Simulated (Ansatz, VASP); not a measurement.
**Ag in two plane-wave programs**

One calculation is typed for both programs; each brings its own data sets and cutoff. How far apart do they land?

Program: Ansatz 0.2.0. Level of theory: plane waves, with VASP 6.6.1 beside it; single point at PBEsol. Results are calculated unless marked as measured.

## (1) Starting point

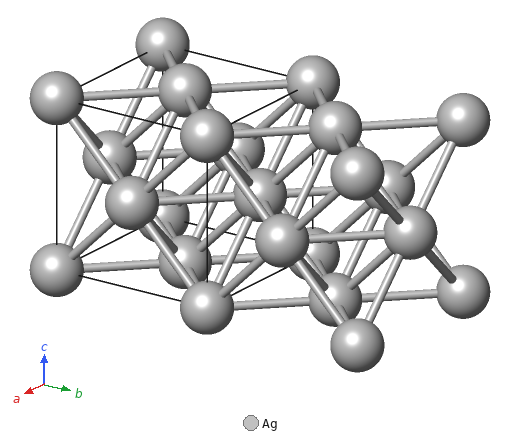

The starting structure, seen from a free direction (silver light grey). 1×2×1 cells are drawn. This picture shows the conventional cell, with its axes. Some periodic images of atoms are drawn too.

## (2) Ansatz: single point, PBEsol

Ansatz runs on its default PAW (the set named soft_2) files.

With cell and atoms fixed, the geometry can't cause a difference; cores, projectors, grids and the points listed under the comparison can.

Input file input.yaml:

```yaml
crystal:
  lattice:
    - [0.0, 2.0265043511, 2.0265043511]
    - [2.0265043511, 0.0, 2.0265043511]
    - [2.0265043511, 2.0265043511, 0.0]
  atoms:
    - { symbol: Ag, position: [0.0, 0.0, 0.0] }
hamiltonian:
  xc: pbesol
  pseudopotentials: { kind: paw }
kpoints:
  mp_grid: { grid: [32, 32, 32] }
scf:
  occupations: { method: fermi_dirac, width: 0.075 }
  n_extra_bands: 4
output:
  forces: true
  stress: true
  eigenvalues: true
  write_density: true
  write_potential: true
  elf: true
  volumetric_format: npy
```

The run is started by

```sh
$ ansatz run input.yaml --threads 2 --pin off --max-ram 4608MiB --backend cpu --events-out ev --progress --plain --runs-dir out
```

Numbers of over 12 decimals in the logs are rounded to 6 here.

The program printed:

```text
scf.n_extra_bands = 4 over 10 filled bands (N_el = 19.0): the run solves 14 bands
Engine: ansatz 0.2.0, aarch64-unknown-linux-gnu
Pseudopotentials: kind: paw
Pseudopotential: Ag, paw, valence charge 19, recommended cutoff 420 eV (normal), Ag.paw.azcp
Functional definition: PBEsol
  exchange = pbesol_x
  correlation = pbesol_c
Crystal: 1 atoms, lattice volume = 16.645 Å³
Basis set: ecut = 420 eV, 331 PW (Γ), exchange–correlation on 40×40×40 points (8 copies of the dense FFT grid, shifted against one another)
Bands: 14, of which v1, the nominal top of the filled ones, is band 10 counted from 1 (9 counted from 0)
Symmetry: 48 space group operations
Space group: Fm-3m (ITA 225), of the structure as read, at distance tolerance 2.6e-5 Å
k-points: 897 of 32768
Non-local potential: Ag, projectors of the file, l = 0: 3, l = 1: 2, l = 2: 2, l = 3: 1
PAW form: soft (Blöchl's): semilocal exchange-correlation on the pseudo side does not see the compensation charge
PAW frozen core: Ag, regenerated for the run's functional, and the local potential with it (the file was generated under x = pbe(κ = 0.804, μ = 0.219515), c = pbe(β = 0.066725))
PAW one-centre angular grid: Ag, 590 points (default); XC on 64 Gauss nodes
Initial density: superposition of atomic densities (neutral atoms: chi_scale 0, normalization atom), corrected by the library's trained network
Initial wavefunctions: pseudopotential atomic-orbital guess
Functional: x = pbesol(κ = 0.804, μ = 0.123457), c = pbesol(β = 0.046)
SCF iter   1: F=—  HF=-7522.255089 eV  |F-HF|=—  |Δ(HF+E_count)|=         —  Δρ=1.02e-2  dr2=1.59e-2  ethr=1.77e-3  ⟨swp⟩=4.6  Hψ=63095  notcnv=0
preconditioner: auto → none  [metal: Δε(μ)=0.031 eV  Ē_g=16.342 eV  σ=0.075 eV  W_gap=0.10  n_scr=8 (ndim 8)  ℏωp=30.2 eV  f_vac=0.000  D(μ)=0.26/eV (n_scr^D=0)  sad-step TF]
SCF iter   2: F=—  HF=-7522.250597 eV  |F-HF|=—  |Δ(HF+E_count)|=   4.49e-3  Δρ=2.85e-3  dr2=1.30e-3  ethr=8.35e-5  ⟨swp⟩=2.0  Hψ=21989  notcnv=0  defer=10
SCF iter   3: F=—  HF=-7522.250219 eV  |F-HF|=—  |Δ(HF+E_count)|=   3.77e-4  Δρ=8.87e-4  dr2=4.14e-5  ethr=6.84e-6  ⟨swp⟩=2.2  Hψ=16718  notcnv=0  defer=10
SCF iter   4: F=—  HF=-7522.250216 eV  |F-HF|=—  |Δ(HF+E_count)|=   3.21e-6  Δρ=1.20e-4  dr2=8.30e-7  ethr=2.18e-7  ⟨swp⟩=2.0  Hψ=20629  notcnv=0  defer=10
iter 5 did not close the SCF: its close was put off for the readings that it lacked (scf_convergence_deferred on its scf_iter line)
SCF iter   5: F=-7522.250217 eV  HF=-7522.250217 eV  |F-HF|=9.77e-9  |Δ(HF+E_count)|=   3.55e-7  Δρ=1.22e-5  dr2=1.56e-8  ethr=4.37e-9  ⟨swp⟩=2.0  Hψ=20714  notcnv=0  defer=10
SCF iter   6: F=-7522.250217 eV  HF=-7522.250217 eV  |F-HF|=3.27e-11  |Δ(HF+E_count)|=   2.02e-9  Δρ=5.85e-7  dr2=4.35e-11  ethr=8.19e-11  ⟨swp⟩=4.7  Hψ=61685  notcnv=0
SCF 1 converged in 6 iterations: F = -7522.250217 eV  dr2 = 4.35e-11
  greatest PAW one-centre occupation: 1.001 electrons in one spin orbital (limit 2), on the Ag atom at site 0 (counted from 0), in its partial waves of l = 0
SCF converged after 6 iterations
Free energy (F): -7522.250217 eV
Harris-Foulkes:  -7522.250217 eV  (|F-HF|=3.27e-11)
Internal energy: -7522.245309 eV  (E = F + TS)
E sigma→0 (E₀):  -7522.247763 eV
Entropy (-TS):   -0.004907 eV (-4.907 meV/atom)
Fermi energy:    17.759898 eV
--- Per-component energies (eV) ---
  E_band       = -227.514970
  E_kinetic    = 527.468569
  E_local      = -2156.113296  (includes V_loc(G=0)·N_el)
  E_nonlocal   = 82.407860
  E_hartree    = 982.141438
  E_xc         = -183.858464
  E_vxc        = -234.605300  (∫ρ·V_xc dr)
  E_paw        = -3834.408550  (= ΣΔE_a)
  E_vpaw       = -410.956388  (= ΣTr[D̂ρ^β])
  E_aug_tail   = 0.000298  (compensation charges beyond the density's cutoff)
  E_ewald      = -2940.205903
  E_core_change = 0.322739  (= ΣΔE_core)
  E_smearing   = -0.004907  (= −TS)
  E_closure    = 0.000000  (closes the sum)
  Σ components = -7522.250217   (vs F -7522.250217, Δ=0.00e0)
--- Forces (eV/Å), atoms counted from 1 ---
  atom   1  Ag    -0.00000000     0.00000000     0.00000000
  max |Σ_I F_I| component: 1.11e-31 eV/Å
--- Stress (GPa, compression-positive) ---
        0.055071      -0.000000       0.000000
       -0.000000       0.055071       0.000000
       -0.000000       0.000000       0.055071
  P = ⅓ Tr σ = 0.0551 GPa (0.551 kbar)
--- Band table (eV; the first three rows and the last of 897) ---
  k-point 0: bands = [... 6 lower, 12.8814, 12.8814, 13.9788, 13.9788, 33.5992, 37.3189, 37.3189, 37.3189]
  k-point 1: bands = [... 6 lower, 12.8906, 12.8906, 13.9750, 13.9750, 33.6127, 37.0332, 37.3362, 37.3362]
  k-point 2: bands = [... 6 lower, 12.9170, 12.9170, 13.9648, 13.9648, 33.6373, 36.3329, 37.3860, 37.3860]
  k-point 896: bands = [... 6 lower, 12.5780, 13.9777, 15.0358, 23.7338, 23.7338, 24.8249, 26.0281, 40.4191]
```

It took 6.8 s on 2 threads of Arm Neoverse V1, shared host; peak memory 0.46 GiB.

The column dr2 measures how far the density is from self-consistency, as an energy; F and HF (Harris–Foulkes) agree once it is small.

The run ends at a pressure of 0.06 GPa.

## (3) VASP: single point, PBEsol

The same cell, functional, mesh and smearing now go to VASP, with its own data sets and cutoff.

Lines of VASP's logs that name or quote its potential files are left out, and so is its time.

Input file INCAR:

```
SYSTEM = Ag
PREC = Accurate
ENCUT = 450
EDIFF = 1E-08
NELM = 100
ISMEAR = -1
SIGMA = 0.075
LREAL = .FALSE.
ALGO = Normal
GGA = PS
NBANDS = 13
LASPH = .TRUE.
LORBIT = 11
LWAVE = .FALSE.
LCHARG = .FALSE.
KPAR = 2
ISIF = 2
```

Input file POSCAR:

```
Ag
1.0
    0.0000000000      2.0265043511      2.0265043511
    2.0265043511      0.0000000000      2.0265043511
    2.0265043511      2.0265043511      0.0000000000
Ag
1
Direct
    0.0000000000      0.0000000000      0.0000000000
```

Input file KPOINTS:

```
Automatic mesh
0
Gamma
32 32 32
0 0 0
```

The projector-augmented-wave data sets are Ag (PBE family, release 64).

The run is started by

```sh
$ mpirun -np 2 vasp_std
```

The program printed:

```text
[banner, memory and clock lines left out]
running    2 mpi-ranks, on    1 nodes
 distrk:  each k-point on    1 cores,    2 groups
 distr:  one band on    1 cores,    1 groups

 POSCAR found type information on POSCAR Ag
 POSCAR found :  1 types and       1 ions
|                                                                             |
|               ----> ADVICE to this user running VASP <----                  |
|                                                                             |
|     You enforced a specific xc type in the INCAR file but a different       |
|     [... a line on the potential file left out ...]
|     I HOPE YOU KNOW WHAT YOU ARE DOING!                                     |
|                                                                             |

 LDA part: xc-table for (Slater+PW92), standard interpolation
 POSCAR, INCAR and KPOINTS ok, starting setup
 FFT: planning ... GRIDC
 FFT: planning ... GRID_SOFT
 FFT: planning ... GRID
 WAVECAR not read
 entering main loop
       N       E                     dE             d eps       ncg     rms          rms(c)
DAV:   1     0.488249842825E+02    0.48825E+02   -0.49297E+03 23700   0.679E+02
DAV:   2    -0.285217571708E+01   -0.51677E+02   -0.48861E+02 28547   0.177E+02
DAV:   3    -0.366933867566E+01   -0.81716E+00   -0.81670E+00 27777   0.231E+01
DAV:   4    -0.367178882150E+01   -0.24501E-02   -0.24501E-02 27792   0.133E+00
DAV:   5    -0.367180655188E+01   -0.17730E-04   -0.17730E-04 27842   0.991E-02    0.591E+00
DAV:   6    -0.332675041699E+01    0.34506E+00   -0.13193E+00 28477   0.962E+00    0.350E+00
DAV:   7    -0.331584670525E+01    0.10904E-01   -0.11990E-02 27707   0.959E-01    0.199E+00
DAV:   8    -0.331158921232E+01    0.42575E-02   -0.76324E-04 27802   0.175E-01    0.118E-01
DAV:   9    -0.331159760203E+01   -0.83897E-05   -0.95905E-06 26797   0.210E-02    0.241E-02
DAV:  10    -0.331159899544E+01   -0.13934E-05   -0.23904E-06 27607   0.113E-02    0.457E-03
DAV:  11    -0.331159885490E+01    0.14053E-06   -0.83887E-08 27395   0.217E-03    0.631E-04
DAV:  12    -0.331159882990E+01    0.25003E-07   -0.15990E-09 16766   0.341E-04    0.581E-05
DAV:  13    -0.331159883135E+01   -0.14513E-08   -0.63912E-11 13496   0.757E-05
   1 F= -.33115988E+01 E0= -.33091383E+01  d E =-.492097E-02
```

Parts of OUTCAR (step 3):

```text
ion  position               nearest neighbor table
   1  0.000  0.000  0.000-

  LATTYP: Found a face centered cubic cell.
 ALAT       =     4.0530087022

 Subroutine GETGRP returns: Found 48 space group operations
 (whereof 48 operations were pure point group operations)

The static configuration has the point symmetry O_h .

 Found    897 irreducible k-points:

   k-points           NKPTS =    897   k-points in BZ     NKDIM =    897   number of bands    NBANDS=     13

   dimension x,y,z NGX =    20 NGY =   20 NGZ =   20
   dimension x,y,z NGXF=    40 NGYF=   40 NGZF=   40

   ENCUT  =  450.0 eV  33.07 Ry    5.75 a.u.   4.96  4.96  4.96*2*pi/ulx,y,z

   NELECT =      11.0000    total number of electrons

 k-points in reciprocal lattice and weights: Automatic mesh
   0.00000000  0.00000000  0.00000000       0.000
   0.03125000  0.00000000  0.00000000       0.000
   0.06250000  0.00000000  0.00000000       0.000
   0.09375000  0.00000000  0.00000000       0.000
   0.12500000  0.00000000  0.00000000       0.000
   0.15625000  0.00000000  0.00000000       0.000
   0.18750000  0.00000000  0.00000000       0.000
   0.21875000  0.00000000  0.00000000       0.000
   0.25000000  0.00000000  0.00000000       0.000
[...]
-0.28125000  0.50000000  0.21875000       0.000
  -0.25000000  0.50000000  0.25000000       0.000

 average (electrostatic) potential at core
       1 -70.4653

 E-fermi :   8.6034

 k-point     1 :       0.0000    0.0000    0.0000
  band No.  band energies     occupation
    ...
      2       3.7096      2.00000
      3       3.7096      2.00000
      4       3.7096      2.00000
      5       4.8017      2.00000
      6       4.8017      2.00000
      7      24.6063      0.00000
      8      28.3217      0.00000
      9      28.3217      0.00000
     10      28.3217      0.00000
     11      33.2029      0.00000
    ...

 k-point     2 :       0.0312    0.0000    0.0000
  band No.  band energies     occupation
    ...
      2       3.7017      2.00000
      3       3.7187      2.00000
      4       3.7187      2.00000
      5       4.7980      2.00000
      6       4.7980      2.00000
      7      24.6192      0.00000
      8      28.0231      0.00000
      9      28.3376      0.00000
     10      28.3376      0.00000
     11      33.3683      0.00000
    ...

 k-point     3 :       0.0625    0.0000    0.0000
  band No.  band energies     occupation
    ...
      2       3.6793      2.00000
      3       3.7450      2.00000
      4       3.7450      2.00000
      5       4.7878      2.00000
      6       4.7878      2.00000
      7      24.6408      0.00000
      8      27.2992      0.00000
      9      28.3830      0.00000
     10      28.3830      0.00000
     11      33.3041      0.00000
    ...

  Total       -0.0080434     -0.0080434     -0.0080434     -0.0000000      0.0000000      0.0000000
  in kB       -0.7742448     -0.7742448     -0.7742448     -0.0000000      0.0000000      0.0000000
  external PRESSURE =      -0.7742448 kB  Pullay stress =       0.0000000 kB

  energy-cutoff  :      450.00
  volume of cell :       16.64
      direct lattice vectors                 reciprocal lattice vectors
     0.000000000  2.026504351  2.026504351    -0.246730287  0.246730287  0.246730287
     2.026504351  0.000000000  2.026504351     0.246730287 -0.246730287  0.246730287
     2.026504351  2.026504351  0.000000000     0.246730287  0.246730287 -0.246730287

 POSITION                                       TOTAL-FORCE (eV/Angst)
 -----------------------------------------------------------------------------------
      0.00000      0.00000      0.00000         0.000000     -0.000000     -0.000000
 -----------------------------------------------------------------------------------
    total drift:                               -0.000000     -0.000000     -0.000000

  FREE ENERGIE OF THE ION-ELECTRON SYSTEM (eV)
  ---------------------------------------------------
  free  energy   TOTEN  =        -3.3115988314 eV

  energy  without entropy=       -3.3066778614  energy(sigma->0) =       -3.30913835

 total charge
# of ion       s       p       d       tot
------------------------------------------
    1        0.425   0.319   9.146   9.889

[... 3 further parts left out ...]
```

The run ends at a pressure of -0.08 GPa.

## (4) Comparison

Known differences besides the PAW data sets themselves: the data sets hold 19 valence electrons in Ansatz (default PAW (the set named soft_2) files) and 11 in VASP; the cutoff is 420 eV in Ansatz and 450 eV in VASP; Ansatz makes its cores anew for this functional, VASP keeps those of its PBE data sets. Total energies have different zeros and are not compared.

Compared:

| quantity | Ansatz | VASP | difference |
| --- | --- | --- | --- |
| pressure (GPa) | 0.06 | -0.08 | +0.13 |

Ansatz's pressure holds a Pulay correction of 0.04 GPa; VASP's holds none.

## (5) What moves the difference

An all-electron run, which needs no data sets, serves as referee.

| run | difference in pressure (GPa) |
| --- | --- |
| as above | 0.13 |
| Ansatz's all-electron LAPW method | 0.10 |

## (6) Outcome

| Property | Result |
| --- | --- |
| difference in pressure (single point, PBEsol) | 0.13 GPa |

What this shows: The difference in pressure is 0.13 GPa (single point, PBEsol), within the 1 GPa picked in this series as the mark of a large difference. For single point, PBEsol: no further run halves the difference in pressure; only Ansatz's side was varied. The all-electron run, which needs no data set, lies 0.10 GPa from VASP and 0.028 GPa from Ansatz's PAW result, so it sides with Ansatz. How closely two codes agree says nothing of how well the functional describes the real material.

[Lines on the potential files, build, host, timing and source positions are cut from VASP's logs without a mark.]

[Logs are printed without paths, hosts, clocks, repeated set-up lines and the standing remarks that a program may print on its own settings, such as how far it seeks lower states.]

[Hosts, paths, dates, database ids (printed as entryN), source tags and the programs' standing remarks are cut or masked in the printed files.]
